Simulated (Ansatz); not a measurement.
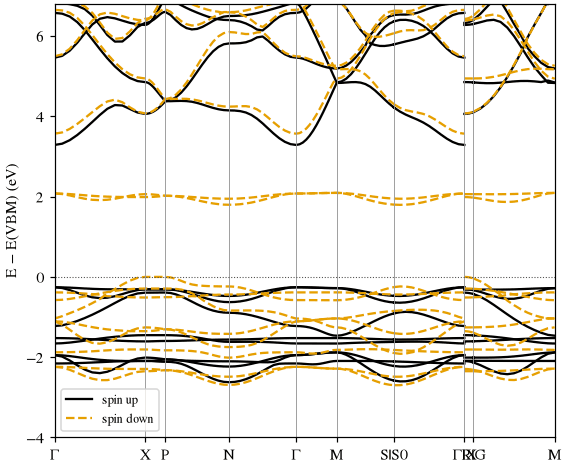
Fig. 1. Band structure from DFT-r²SCAN in the program Ansatz with PAW potentials

Task: Read off the gap and where the band edges lie.

Result: About 1.8 eV (1.80 eV by a search for the band edges); maximum at P, minimum on the S0–Γ line, 9 % of the way from S0.

Task: Pick the material that matches.
A. Ca2Bi, I4/mmm (Ca on 4e, Ca on 4c, Bi on 4e)
B. Rb2NiO2, I4/mmm (Rb on 4e, Ni on 2a, O on 4e)
C. VBiO4, I4_1/a (Bi on 4a, V on 4b, O on 16f)
D. HgBr, I4/mmm (Hg on 4e, Br on 4e)

Result: B, Rb2NiO2, I4/mmm (Rb on 4e, Ni on 2a, O on 4e)

The workflow started from a Materials Project entry (that database holds measured and hypothetical structures alike); the Crystallography Open Database files this formula in space group No. 139, but the cells were not matched. Its standing as an ambient phase is unchecked. The r²SCAN relaxation kept the symmetry of its start; its stability against distortions is not shown here. The final state is ferromagnetic, the only order run, not a proven ground state. The cell computed holds one magnetic atom, so no antiferromagnetic order was within reach. Other orbital occupations within this spin state were not tried. No Hubbard U is applied. Scalar-relativistic: spin–orbit coupling is off unless named, which matters more the heavier the elements.

Potentials: the later of the program's two PAW sets.
